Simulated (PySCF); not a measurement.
## A study: (H3Ge)2S (Ge2H6S)

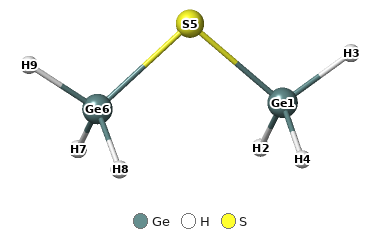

The molecule, with its atoms numbered as below. No frequency check shows the geometry to be a minimum.

Cartesian coordinates (Å):

```
Ge1     -1.6718   -0.2455    0.0000
H2      -1.6095   -1.1665    1.1872
H3      -2.9221    0.5744    0.0565
H4      -1.6699   -1.0903   -1.2436
S5       0.0005    1.1925    0.0000
Ge6      1.6716   -0.2456   -0.0000
H7       1.6696   -1.0907    1.2434
H8       1.6092   -1.1665   -1.1873
H9       2.9219    0.5741   -0.0564
```

Part 1: Bonding charge

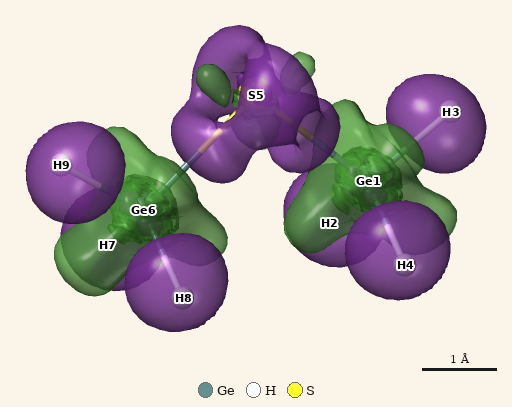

Deformation density (molecule less spherical, spin-averaged free atoms at the same positions), surfaces at ±0.05 e/Å³; purple: gain, green: loss.

Level of theory: PBE0/def2-SVPD (PySCF), at a geometry from GFN2-xTB.

Q: Describe the bonding that the map shows.

A: Ge1–H3 and Ge6–H9: +0.26 e/Å³ at the bond critical point (bond length 1.50 Å). Ge1–H4 and Ge6–H7: +0.26 e/Å³ at the bond critical point (bond length 1.50 Å). Ge1–H2 and Ge6–H8: +0.26 e/Å³ at the bond critical point (bond length 1.50 Å). S5–Ge6 and Ge1–S5: +0.10 e/Å³ at the bond critical point (bond length 2.21 Å). In all, 2.0 electrons gather in the regions of gain relative to the promolecule. A small or negative value marks a very polar bond, one between electron-rich atoms, whose free-atom densities already overlap strongly, a long bond to a heavier atom, or a closed-shell contact such as a hydrogen bond.

Q: Where do the Hirshfeld charges lie?

A: The highest Hirshfeld charge is on Ge1 and Ge6 (+0.28 e), the lowest on S5 (−0.19 e).

| atom | charge (e) |
| --- | --- |
| Ge1 | +0.28 |
| H2 | −0.06 |
| H3 | −0.06 |
| H4 | −0.06 |
| S5 | −0.19 |
| Ge6 | +0.28 |
| H7 | −0.06 |
| H8 | −0.06 |
| H9 | −0.06 |

Part 2: Bond critical points

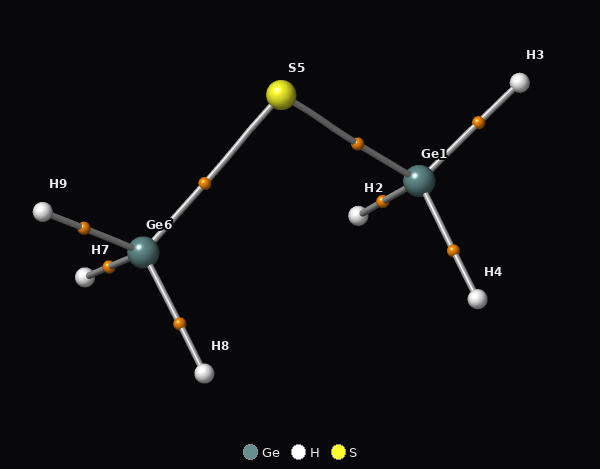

Molecular graph of the electron density (QTAIM): bond paths, bond critical points (orange), ring points (yellow, if any); weak paths are dashed.

Q: How many critical points of each kind are there, and does the count close?

A: 9 nuclei, 8 bond, 0 ring and 0 cage critical points: 9 − 8 + 0 − 0 = 1, as the Poincaré–Hopf relation requires.

Q: What does the calculation give at each kind of bond critical point?

A:
| bond | length (Å) | ρ (a.u.) | ∇²ρ (a.u.) | ε | H (a.u.) |
| --- | --- | --- | --- | --- | --- |
| Ge1–H3 (2 alike) | 1.496 | 0.143 | +0.06 | 0.01 | −0.089 |
| Ge1–H4 (2 alike) | 1.503 | 0.141 | +0.06 | 0.01 | −0.088 |
| Ge1–H2 (2 alike) | 1.504 | 0.141 | +0.06 | 0.01 | −0.088 |
| S5–Ge6 (2 alike) | 2.205 | 0.100 | +0.06 | 0.05 | −0.048 |

Q: What kind of interaction is Ge1–H3?

A: Polar or intermediate (positive Laplacian, negative energy density H): ρ = 0.143, ∇²ρ = +0.06, H = −0.089 a.u.

Part 3: Local ionisation energy

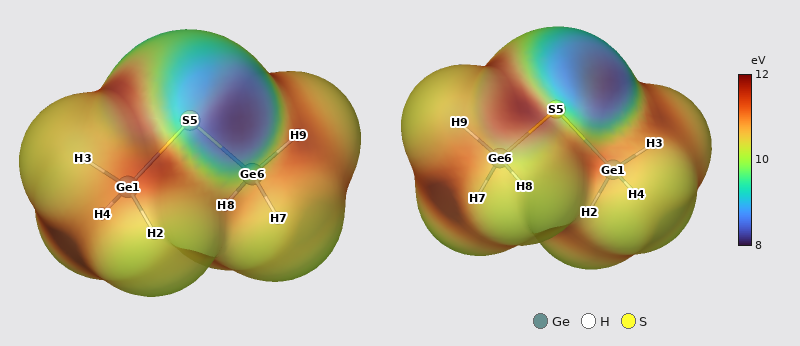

Average local ionisation energy on the surface of electron density 0.001 a.u. (back view left, front view right).

Q: Locate the minima of the map.

A: The lowest value is 8.2 eV, 2.3 Å from S5, and at like points elsewhere. Further minima include 10.1 eV, 1.5 Å from H7, and at like points elsewhere. For comparison, the highest occupied orbital lies at −7.3 eV.

The PySCF run shown took 22 s on 1 thread of Arm Neoverse V1, on a shared host.
